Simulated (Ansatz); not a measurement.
## Run report: O$_{3}$, molecular dynamics

O$_{3}$, computed with RKS revPBE/6-31G* (Ansatz 0.2.0).

The geometry comes from this level: PBE-D4/def2-TZVP. Figures and captions count atoms from 1; the log counts them from 0 in places.

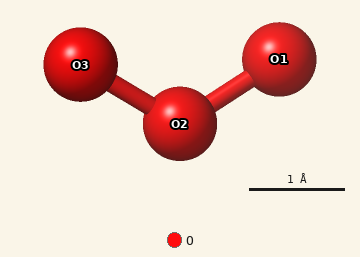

Fig. 1: The input geometry (ball-and-stick view, seen at a tilt; atoms are numbered from 1 in the order of the input). Bond lengths as drawn: O–O 1.27 Å.

The input
```yaml
crystal:
  periodic: [false, false, false]
  atoms:
    - {symbol: O, position_ang: [0.945504, -0.490708, 0.327845]}
    - {symbol: O, position_ang: [-0.238012, -0.022259, 0.363949]}
    - {symbol: O, position_ang: [-0.707492, 0.512977, -0.691784]}
basis:
  gaussian: {orbitals: "6-31G*"}
hamiltonian: {xc: {name: revPBE}}
md: {timestep: 1 fs, n_steps: 20, ensemble: nvt_nose_hoover, temperature: 1000, initial_velocities: maxwell_boltzmann, seed: 657}
scf: {omitted_lower_state_checks: [starts]}
```

Run on 2 threads of Intel Xeon, 54 GiB of memory available, shared host.

Run as:
```bash
ansatz run in.yaml --threads 2 --pin off --events-out ev --progress --plain --max-ram 4352MiB
```

The program's output
```
Functional definition: revPBE
  name "revPBE"
  cite "Zhang & Yang, Phys. Rev. Lett. 80, 890 (1998) doi:10.1103/PhysRevLett.80.890"
  cite "Perdew, Burke & Ernzerhof, Phys. Rev. Lett. 77, 3865 (1996) doi:10.1103/PhysRevLett.77.3865"
  parameter kappa = 1.245
  parameter beta = 0.06672455060314922
  exchange = pbe_x(kappa = kappa, mu = beta*pi^2/3)
  correlation = pbe_c(beta = beta)
these checks for a lower state are left out or cut short: starts
405 factors; their error is unknown
mean field evaluation 1: about -6128.8231 eV, gradient 5.1e1 eV
mean field evaluation 2: about -6108.7741 eV, gradient 1.2e2 eV
mean field evaluation 4: about -6132.8681 eV, gradient 2.6e0 eV
mean field evaluation 8: about -6132.8566 eV, gradient 3.9e-2 eV
mean field -6132.85665142 eV, -225.3783249400 hartree, gradient 4.7e-5 eV, S^2 0.000000; 0 other end points of the search recorded, 0 dependent functions left out
the calculation of the forces begins
reference -6132.85666164 eV, -225.3783253157 hartree; 12, 12 occupied and 33, 33 virtual orbitals, 405 factors
md step     0: t =     0.00 fs  T =  1000.0 K  F+E_penalty+E_count = -6132.85665142 eV  E_kin = 0.129260 eV  conserved = -6132.72739142 eV  (22 SCF iters)
these checks for a lower state are left out or cut short: starts, cluster_reference, orbital_swaps, neighbouring_geometries, increment
405 factors; their error is unknown
mean field evaluation 16: about -6132.8748 eV, gradient 1.2e-2 eV
mean field -6132.85114502 eV, -225.3781225835 hartree, gradient 2.1e-5 eV, S^2 0.000000; 0 other end points of the search recorded, 0 dependent functions left out
[... from here on the field's lines of each further geometry are left out, up to the last ...]
md step     1: t =     1.00 fs  T =   958.0 K  F+E_penalty+E_count = -6132.85114502 eV  E_kin = 0.123833 eV  conserved = -6132.72731204 eV  (28 SCF iters)
md step     2: t =     2.00 fs  T =   840.0 K  F+E_penalty+E_count = -6132.83566040 eV  E_kin = 0.108575 eV  conserved = -6132.72708717 eV  (27 SCF iters)
md step     3: t =     3.00 fs  T =   672.5 K  F+E_penalty+E_count = -6132.81368734 eV  E_kin = 0.086921 eV  conserved = -6132.72677172 eV  (28 SCF iters)
md step     4: t =     4.00 fs  T =   492.5 K  F+E_penalty+E_count = -6132.79010085 eV  E_kin = 0.063665 eV  conserved = -6132.72644939 eV  (28 SCF iters)
md step     5: t =     5.00 fs  T =   337.9 K  F+E_penalty+E_count = -6132.76986227 eV  E_kin = 0.043677 eV  conserved = -6132.72620978 eV  (28 SCF iters)
md step     6: t =     6.00 fs  T =   236.5 K  F+E_penalty+E_count = -6132.75665037 eV  E_kin = 0.030574 eV  conserved = -6132.72611411 eV  (29 SCF iters)
md step     7: t =     7.00 fs  T =   199.8 K  F+E_penalty+E_count = -6132.75193918 eV  E_kin = 0.025824 eV  conserved = -6132.72616671 eV  (29 SCF iters)
md step     8: t =     8.00 fs  T =   221.8 K  F+E_penalty+E_count = -6132.75491898 eV  E_kin = 0.028671 eV  conserved = -6132.72631692 eV  (29 SCF iters)
md step     9: t =     9.00 fs  T =   285.1 K  F+E_penalty+E_count = -6132.76323953 eV  E_kin = 0.036846 eV  conserved = -6132.72648878 eV  (29 SCF iters)
md step    10: t =    10.00 fs  T =   368.7 K  F+E_penalty+E_count = -6132.77414433 eV  E_kin = 0.047661 eV  conserved = -6132.72661909 eV  (29 SCF iters)
md step    11: t =    11.00 fs  T =   456.1 K  F+E_penalty+E_count = -6132.78543605 eV  E_kin = 0.058949 eV  conserved = -6132.72668062 eV  (29 SCF iters)
md step    12: t =    12.00 fs  T =   537.7 K  F+E_penalty+E_count = -6132.79591878 eV  E_kin = 0.069504 eV  conserved = -6132.72668441 eV  (29 SCF iters)
md step    13: t =    13.00 fs  T =   611.1 K  F+E_penalty+E_count = -6132.80528323 eV  E_kin = 0.078986 eV  conserved = -6132.72666284 eV  (28 SCF iters)
md step    14: t =    14.00 fs  T =   676.7 K  F+E_penalty+E_count = -6132.81364844 eV  E_kin = 0.087475 eV  conserved = -6132.72665274 eV  (28 SCF iters)
md step    15: t =    15.00 fs  T =   734.6 K  F+E_penalty+E_count = -6132.82102378 eV  E_kin = 0.094951 eV  conserved = -6132.72668171 eV  (12 SCF iters)
md step    16: t =    16.00 fs  T =   780.6 K  F+E_penalty+E_count = -6132.82690521 eV  E_kin = 0.100901 eV  conserved = -6132.72675898 eV  (28 SCF iters)
md step    17: t =    17.00 fs  T =   806.0 K  F+E_penalty+E_count = -6132.83014143 eV  E_kin = 0.104181 eV  conserved = -6132.72687260 eV  (28 SCF iters)
md step    18: t =    18.00 fs  T =   798.5 K  F+E_penalty+E_count = -6132.82913162 eV  E_kin = 0.103219 eV  conserved = -6132.72698755 eV  (28 SCF iters)
md step    19: t =    19.00 fs  T =   746.9 K  F+E_penalty+E_count = -6132.82236436 eV  E_kin = 0.096549 eV  conserved = -6132.72705162 eV  (28 SCF iters)
the calculation of the forces begins
reference -6132.80922050 eV, -225.3765818861 hartree; 12, 12 occupied and 33, 33 virtual orbitals, 405 factors
these checks for a lower state are left out or cut short: starts
405 factors; their error is unknown
mean field -6132.80921022 eV, -225.3765815084 hartree, gradient 1.3e-5 eV, S^2 0.000000; 0 other end points of the search recorded, 0 dependent functions left out
the calculation of the forces begins
reference -6132.80922050 eV, -225.3765818861 hartree; 12, 12 occupied and 33, 33 virtual orbitals, 405 factors
md step    20: t =    20.00 fs  T =   646.7 K  F+E_penalty+E_count = -6132.80921022 eV  E_kin = 0.083590 eV  conserved = -6132.72700802 eV  (12 SCF iters)
```

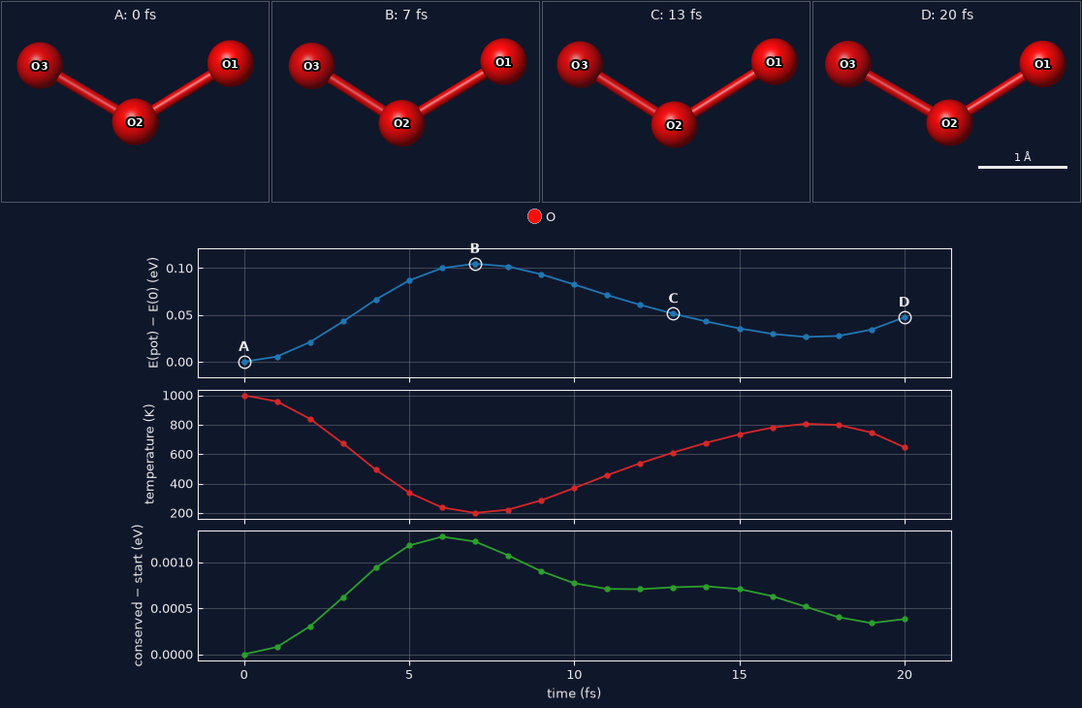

Fig. 2: Frames of the molecular dynamics (ball-and-stick, seen on its broad side) above the curves, on which the letters mark them. The trajectory kept here has 21 frames over 20 fs. The temperature starts at 1000 K, ranges from 200 to 1000 K and averages 651 K over the second half. The potential energy ends 0.047 eV above its first value. The conserved quantity stays within 0.0013 eV. After an unweighted best fit of the last frame on the first, the root-mean-square displacement is 0.03 Å.

```
Total energy: -6132.80922050 eV, -225.3765818861 hartree
Atom 0 at     0.947279    -0.493888     0.335377 Å, force     0.784631    -0.295807    -0.069136 eV/Å
Atom 1 at    -0.220179    -0.037192     0.387521 Å, force    -1.357824     0.912746    -1.107931 eV/Å
Atom 2 at    -0.727100     0.531090    -0.722888 Å, force     0.573193    -0.616940     1.177067 eV/Å
Dipole moment:    -0.015673    -0.034633     0.125540 e Å
Checks for a lower state left out: starts
```

Trajectory as extended XYZ (Å, eV, eV/Å), 21 frames, from step=0 to step=20
```
3
Properties=species:S:1:pos:R:3:forces:R:3 step=0 time_fs=0.0 energy=-6132.85665 temperature=1000.0
O     0.9455   -0.4907    0.3278    0.7325  -0.2868  -0.0319
O    -0.2380   -0.0223    0.3639   -0.4509  -0.0422   0.6894
O    -0.7075    0.5130   -0.6918   -0.2817   0.3290  -0.6575
3
Properties=species:S:1:pos:R:3:forces:R:3 step=1 time_fs=1.0 energy=-6132.85114 temperature=958.0
O     0.9507   -0.4926    0.3271    0.3273  -0.1341   0.0040
O    -0.2458   -0.0179    0.3603    0.1391  -0.3916   1.0263
O    -0.7049    0.5105   -0.6874   -0.4665   0.5257  -1.0303
3
Properties=species:S:1:pos:R:3:forces:R:3 step=2 time_fs=2.0 energy=-6132.83566 temperature=840.0
O     0.9560   -0.4945    0.3264   -0.0388   0.0017   0.0429
O    -0.2535   -0.0138    0.3572    0.6894  -0.7213   1.3521
O    -0.7026    0.5083   -0.6836   -0.6506   0.7195  -1.3951
3
Properties=species:S:1:pos:R:3:forces:R:3 step=3 time_fs=3.0 energy=-6132.81369 temperature=672.5
O     0.9614   -0.4964    0.3257   -0.3600   0.1186   0.0840
O    -0.2608   -0.0101    0.3550    1.1773  -1.0103   1.6310
O    -0.7006    0.5066   -0.6806   -0.8174   0.8917  -1.7150
3
Properties=species:S:1:pos:R:3:forces:R:3 step=4 time_fs=4.0 energy=-6132.79010 temperature=492.5
O     0.9665   -0.4983    0.3250   -0.6374   0.2173   0.1265
O    -0.2673   -0.0070    0.3537    1.5856  -1.2382   1.8216
O    -0.6992    0.5053   -0.6787   -0.9482   1.0209  -1.9481
3
Properties=species:S:1:pos:R:3:forces:R:3 step=5 time_fs=5.0 energy=-6132.76986 temperature=337.9
O     0.9713   -0.5000    0.3244   -0.8758   0.3001   0.1692
O    -0.2730   -0.0047    0.3536    1.9029  -1.3883   1.8870
O    -0.6983    0.5047   -0.6780   -1.0271   1.0882  -2.0562
3
Properties=species:S:1:pos:R:3:forces:R:3 step=6 time_fs=6.0 energy=-6132.75665 temperature=236.5
O     0.9755   -0.5016    0.3239   -1.0808   0.3697   0.2108
O    -0.2774   -0.0032    0.3546    2.1252  -1.4518   1.8051
O    -0.6981    0.5048   -0.6785   -1.0444   1.0820  -2.0159
3
Properties=species:S:1:pos:R:3:forces:R:3 step=7 time_fs=7.0 energy=-6132.75194 temperature=199.8
O     0.9790   -0.5029    0.3236   -1.2566   0.4283   0.2499
O    -0.2806   -0.0026    0.3566    2.2557  -1.4298   1.5757
O    -0.6984    0.5055   -0.6802   -0.9991   1.0015  -1.8255
3
Properties=species:S:1:pos:R:3:forces:R:3 step=8 time_fs=8.0 energy=-6132.75492 temperature=221.8
O     0.9818   -0.5040    0.3234   -1.4052   0.4772   0.2849
O    -0.2824   -0.0028    0.3597    2.3043  -1.3340   1.2218
O    -0.6994    0.5068   -0.6831   -0.8991   0.8568  -1.5067
3
Properties=species:S:1:pos:R:3:forces:R:3 step=9 time_fs=9.0 energy=-6132.76324 temperature=285.1
O     0.9838   -0.5048    0.3234   -1.5261   0.5166   0.3144
O    -0.2829   -0.0039    0.3634    2.2842  -1.1828   0.7838
O    -0.7009    0.5087   -0.6868   -0.7581   0.6662  -1.0982
3
Properties=species:S:1:pos:R:3:forces:R:3 step=10 time_fs=10.0 energy=-6132.77414 temperature=368.7
O     0.9848   -0.5053    0.3235   -1.6163   0.5459   0.3367
O    -0.2819   -0.0057    0.3677    2.2087  -0.9974   0.3097
O    -0.7029    0.5109   -0.6912   -0.5924   0.4514  -0.6464
3
Properties=species:S:1:pos:R:3:forces:R:3 step=11 time_fs=11.0 energy=-6132.78544 temperature=456.1
O     0.9849   -0.5054    0.3239   -1.6709   0.5636   0.3504
O    -0.2797   -0.0080    0.3721    2.0882  -0.7967  -0.1550
O    -0.7053    0.5134   -0.6960   -0.4174   0.2332  -0.1954
3
Properties=species:S:1:pos:R:3:forces:R:3 step=12 time_fs=12.0 energy=-6132.79592 temperature=537.7
O     0.9840   -0.5052    0.3245   -1.6826   0.5671   0.3542
O    -0.2761   -0.0109    0.3764    1.9278  -0.5949  -0.5738
O    -0.7079    0.5161   -0.7009   -0.2451   0.0278   0.2196
3
Properties=species:S:1:pos:R:3:forces:R:3 step=13 time_fs=13.0 energy=-6132.80528 temperature=611.1
O     0.9820   -0.5047    0.3252   -1.6428   0.5534   0.3467
O    -0.2714   -0.0141    0.3804    1.7267  -0.3996  -0.9221
O    -0.7106    0.5188   -0.7057   -0.0839  -0.1538   0.5754
3
Properties=species:S:1:pos:R:3:forces:R:3 step=14 time_fs=14.0 energy=-6132.81365 temperature=676.7
O     0.9791   -0.5038    0.3262   -1.5412   0.5188   0.3265
O    -0.2657   -0.0175    0.3839    1.4797  -0.2131  -1.1863
O    -0.7134    0.5213   -0.7101    0.0615  -0.3057   0.8598
3
Properties=species:S:1:pos:R:3:forces:R:3 step=15 time_fs=15.0 energy=-6132.82102 temperature=734.6
O     0.9752   -0.5026    0.3274   -1.3670   0.4591   0.2928
O    -0.2590   -0.0211    0.3866    1.1779  -0.0332  -1.3620
O    -0.7161    0.5237   -0.7140    0.1891  -0.4259   1.0691
3
Properties=species:S:1:pos:R:3:forces:R:3 step=16 time_fs=16.0 energy=-6132.82690 temperature=780.6
O     0.9705   -0.5012    0.3288   -1.1100   0.3704   0.2450
O    -0.2517   -0.0247    0.3885    0.8115   0.1445  -1.4509
O    -0.7188    0.5259   -0.7173    0.2985  -0.5149   1.2059
3
Properties=species:S:1:pos:R:3:forces:R:3 step=17 time_fs=17.0 energy=-6132.83014 temperature=806.0
O     0.9651   -0.4995    0.3303   -0.7627   0.2497   0.1831
O    -0.2438   -0.0282    0.3895    0.3723   0.3254  -1.4593
O    -0.7213    0.5277   -0.7198    0.3904  -0.5751   1.2762
3
Properties=species:S:1:pos:R:3:forces:R:3 step=18 time_fs=18.0 energy=-6132.82913 temperature=798.5
O     0.9593   -0.4976    0.3320   -0.3234   0.0958   0.1083
O    -0.2358   -0.0316    0.3897   -0.1424   0.5139  -1.3967
O    -0.7235    0.5292   -0.7216    0.4658  -0.6097   1.2884
3
Properties=species:S:1:pos:R:3:forces:R:3 step=19 time_fs=19.0 energy=-6132.82236 temperature=746.9
O     0.9532   -0.4957    0.3337    0.2000  -0.0886   0.0229
O    -0.2278   -0.0346    0.3890   -0.7263   0.7111  -1.2751
O    -0.7255    0.5303   -0.7226    0.5263  -0.6224   1.2521
3
Properties=species:S:1:pos:R:3:forces:R:3 step=20 time_fs=20.0 energy=-6132.80921 temperature=646.7
O     0.9473   -0.4939    0.3354    0.7846  -0.2958  -0.0691
O    -0.2202   -0.0372    0.3875   -1.3578   0.9127  -1.1079
O    -0.7271    0.5311   -0.7229    0.5732  -0.6169   1.1771
```

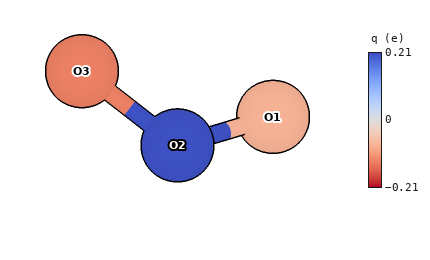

Fig. 3: Mulliken charges, as the colour of each atom (ball-and-stick view, seen at a tilt; atoms are numbered from 1 in the order of the input). By element: O −0.13 to +0.20 e.

Key numbers

```json
{"quantity": "outcome", "value": "finished"}
{"quantity": "mean temperature over the second half", "value": "651 K"}
{"quantity": "trajectory", "value": "20 steps, 20 fs"}
{"quantity": "ensemble", "value": "nvt_nose_hoover"}
{"quantity": "temperature in the input", "value": "1000 K"}
{"quantity": "time step", "value": "1 fs"}
{"quantity": "potential energy (last step)", "value": "−6132.8092 eV"}
{"quantity": "SCF solution under orbital rotations (last step)", "value": "stable"}
{"quantity": "largest force (length of the vector) (last step)", "value": "1.976 eV/Å"}
{"quantity": "dipole moment (last step)", "value": "0.63 D"}
{"quantity": "wall time", "value": "3.8 s (CPU time 6.8 s)"}
{"quantity": "peak memory", "value": "0.22 GiB"}
```

So short a trajectory is not equilibrated. The temperature stays far from the 1000 K of the thermostat over the second half: the run isn't equilibrated.
